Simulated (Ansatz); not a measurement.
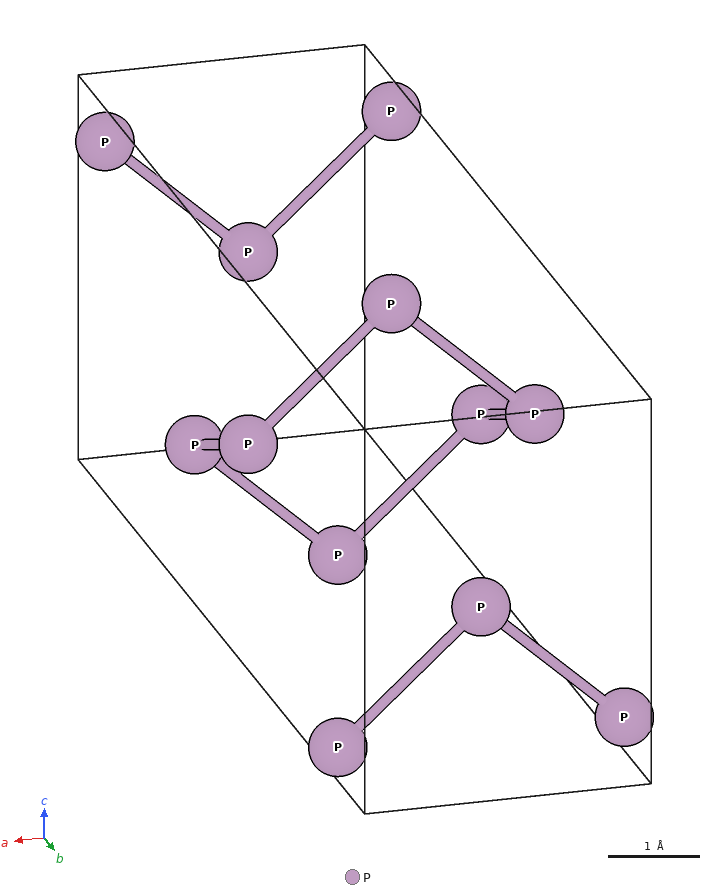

The figure gives a ball-and-stick picture of the atoms, viewed along [111]. The box is the conventional unit cell; atoms on or close to its faces, edges and corners are drawn wherever they repeat.

Unit-cell dimensions: a = 3.309 Å, b = 11.329 Å, c = 4.572 Å, α = 90.00°, β = 90.00°, γ = 90.00°.

Treated as bonds: P–P up to 2.48 Å (cut-off distances).

**How many atoms make up the cell?**

8 (phosphorus), counting shared atoms by their share.

**What are the crystal system and the lattice centring?**

Base-centred orthorhombic.

**Is the bonded network molecular, chain-like, layered or three-dimensional?**

The bonds build P layers parallel to (010).

The cell started as a structure type known for this element. Earlier steps of the study may have refined or changed the cell and positions. It was run through Ansatz as a DFT input.
